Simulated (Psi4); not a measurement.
**CH3Cl2Ga (SMILES [CH3][Ga]([Cl])[Cl]): methods side by side**

The species is CH3Cl2Ga (7 atoms), meant as a singlet with charge 0. SMILES: `[CH3][Ga]([Cl])[Cl]`. The shape was relaxed beforehand at PBE0/def2-TZVP.

```xyz
7

C    -0.1888    0.9118   -0.1148
Ga    0.2042   -0.9788    0.1020
Cl    1.8668   -1.6957    1.2377
Cl   -0.9681   -2.5387   -0.7698
H    -1.1415    1.0466   -0.6248
H    -0.2194    1.3927    0.8639
H     0.6063    1.3785   -0.6992
```

Each level gives the dipole moment (D). The values are calculated.

```
                                 level                    kind  program  value (D)  CPU time
   PBE-D4/def2-TZVPP (density fitting)                     GGA     Psi4       2.73      47 s
r2SCAN-D4/def2-TZVPP (density fitting)                meta-GGA     Psi4       2.81      69 s
 B3LYP-D4/def2-TZVPP (density fitting)           global hybrid     Psi4       2.78      41 s
  PBE0-D4/def2-TZVPP (density fitting)           global hybrid     Psi4       2.81      32 s
  wB97M-V/def2-TZVPP (density fitting)  range-separated hybrid     Psi4       2.76   1.9 min
```

All-electron rows without a relativistic Hamiltonian named are non-relativistic. The values span 2.73 to 2.81 D. Magnitudes only. Times are those of the runs behind each value, whatever else they computed, on shared processors of several kinds: orders of magnitude only.

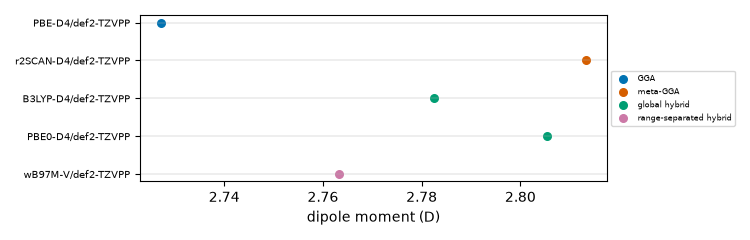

The values of the table, level by level.
